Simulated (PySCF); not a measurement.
# C6H8 (Bicyclo[3.1.0]hex-2-ene): the cost of one run

Computed with PySCF 2.14.0, with density-fitted response routines of our own, on a single molecule in the gas phase. Atoms count from 0, in the outputs and in this text.

### 1 Starting geometry

14 atoms, charge 0, multiplicity 1; geometry from: MMFF94s. The atoms were then displaced at random by about 0.03 Å, so the start is not that level's minimum.

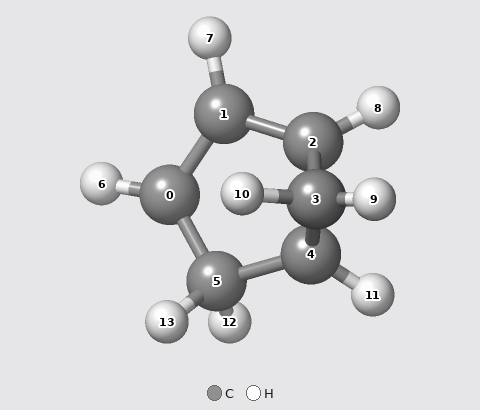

As it starts; carbon grey, hydrogen white, atoms numbered.

### 2 Optimising the geometry at PBE0-D3(BJ)/def2-SVP

The job: settings as JSON, then the geometry in Å.

```
{"job": {"xc": "PBE0", "basis": "def2-SVP", "d3": "d3bj", "grid": 1, "shake": 0.03, "kind": "geom"}, "charge": 0, "multiplicity": 1}
C     -1.441250    -0.450380     0.268410
C     -1.139210     0.876430    -0.002620
C      0.215050     1.002990    -0.460650
C      1.497860     0.630760     0.476440
C      0.788110    -0.435830    -0.455470
C     -0.356100    -1.296610     0.012380
H     -2.453310    -0.689560     0.587310
H     -1.723840     1.767730     0.090010
H      0.472670     1.641110    -1.243870
H      2.383080     0.981980     0.280520
H      1.173870     0.551290     1.577740
H      1.377760    -0.780000    -1.248260
H     -0.680490    -2.000550    -0.794340
H     -0.133630    -1.843170     0.955620
```

Started as:

```bash
> OMP_NUM_THREADS=1 python probes_run.py task.json out
```

The driver reads the jobs from task.json and runs them one after another.

Q: Estimate the wall time and peak memory of this first job on 1 thread of Arm Neoverse N1, shared host.

About 89 s, with a peak of 0.49 GiB.
